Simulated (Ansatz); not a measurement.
# C3HSi (charge +1): what the fields show

Input file:

```
crystal:
  periodic: [false, false, false]
  atoms:
    - symbol: C
      position_ang: [-1.149285, 1.989645, -1.691015]
    - symbol: C
      position_ang: [-2.074171, 2.968146, -1.475540]
    - symbol: C
      position_ang: [-2.394401, 1.628545, -2.113593]
    - symbol: Si
      position_ang: [-3.925802, 2.779518, -1.956022]
    - symbol: H
      position_ang: [-0.100110, 1.691074, -1.590886]
basis:
  gaussian:
    orbitals: def2-TZVPD
total_charge: 1
hamiltonian:
  xc: pbe0
output:
  forces: true
  orbitals: {seedname: orbitals}
```

Run with:

```sh
ansatz run input.yaml --threads 1 --pin off --max-ram 2610MiB --events-out events.jsonl --progress --plain --runs-dir runs
```

Geometry: B3LYP-D3(BJ)/def2-SVP.

The calculation used Ansatz, isolated molecule in a Gaussian basis; Kohn-Sham density functional theory, functional PBE0.

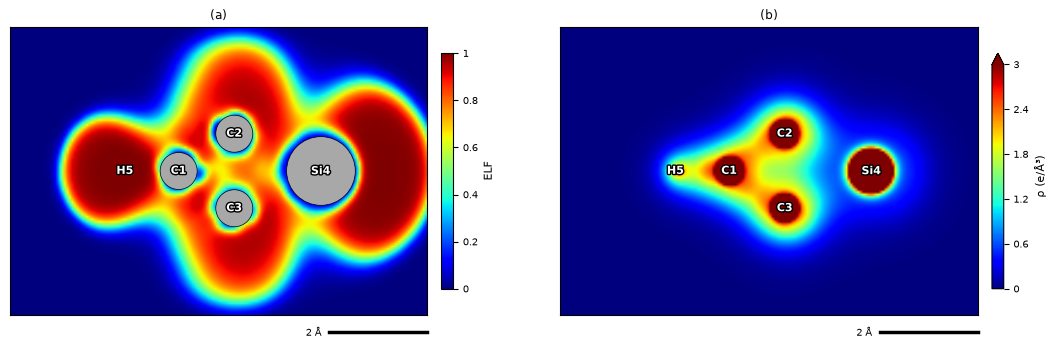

Figure 1. (a) ELF; (b) electron density on the molecular plane. Grey discs cover the atomic cores in the ELF map.

**What does the map show?**

- Atoms in the plane: C, Si and H.
- C–C (1.36 Å): ρ is about 2.1 e/Å³ halfway; the ELF peaks at about 0.85 between the atoms, as expected for localised, covalent bonding.
- C–Si (1.92 Å): the density is about 0.79 e/Å³ at the midpoint; the ELF peaks at about 0.85 between the atoms, as expected for a shared electron pair.
- C–H (1.10 Å): ρ is about 2.2 e/Å³ halfway; the ELF climbs to about 1 towards the hydrogen, as it does in any bond to H; an ordinary covalent bond to hydrogen.
- C–C (1.52 Å): ρ is about 1.6 e/Å³ halfway; the ELF peaks at about 0.75 between the atoms: a shared electron pair.
- The ELF also peaks beside Si4, away from the bonds: lone-pair regions.

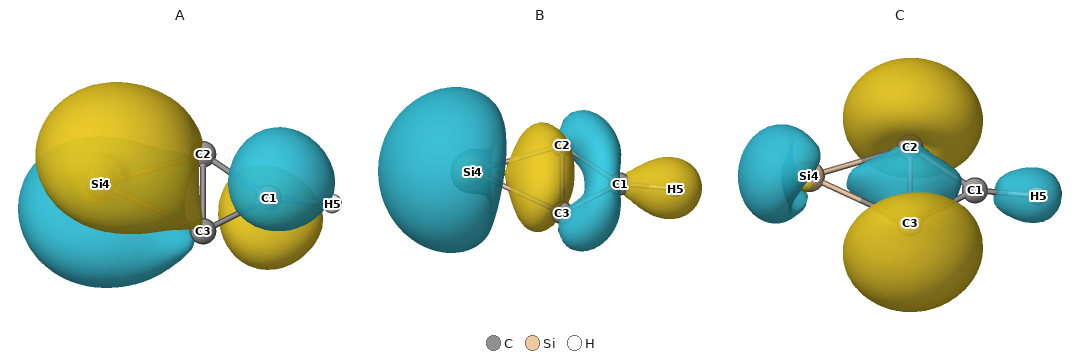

Figure 2. Three frontier orbitals at ±0.1 Å⁻³ᐟ² (yellow and cyan are the two phases), in no order.

**Which picture is the HOMO−1, the HOMO and the LUMO?**

B is the HOMO−1 (−15.28 eV). By Hirshfeld shares it lies mainly on Si4 (about 75 %), C2 (about 10 %) and C3 (about 10 %); it is symmetric in the molecular plane (an in-plane orbital: σ, lone-pair or in-plane π type). C is the HOMO (−14.08 eV). By Hirshfeld shares it lies mainly on C2 (about 40 %), C3 (about 40 %), Si4 (about 10 %) and C1 (about 5 %); it is symmetric in the molecular plane (an in-plane orbital: σ, lone-pair or in-plane π type). A is the LUMO (−9.74 eV). By Hirshfeld shares it lies mainly on Si4 (about 60 %), C1 (about 20 %), C2 (about 10 %) and C3 (about 10 %); it changes sign across the molecular plane (π type); π-bonding across C2–C3; π-antibonding (a node) across C1–C2 and C1–C3.

**What is the HOMO–LUMO gap?**

4.34 eV between the orbital energies.

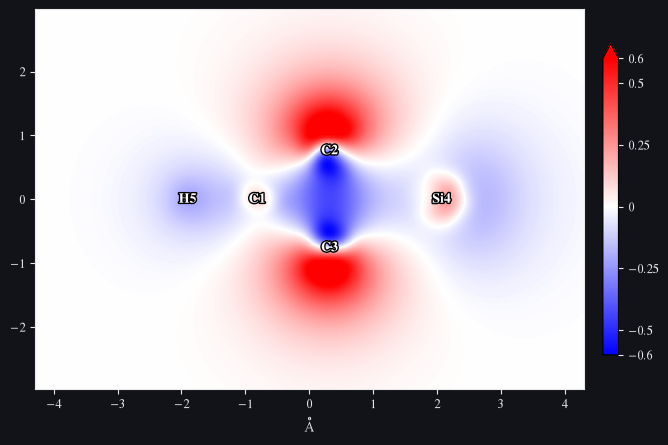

Figure 3. One frontier orbital on the molecular plane (values in Å⁻³ᐟ²; the overall sign is arbitrary).

**Which orbital is it: HOMO or LUMO?**

The HOMO, at −14.08 eV. By Hirshfeld shares it lies mainly on C2 (about 40 %), C3 (about 40 %), Si4 (about 10 %) and C1 (about 5 %); it is symmetric in the molecular plane (an in-plane orbital: σ, lone-pair or in-plane π type).
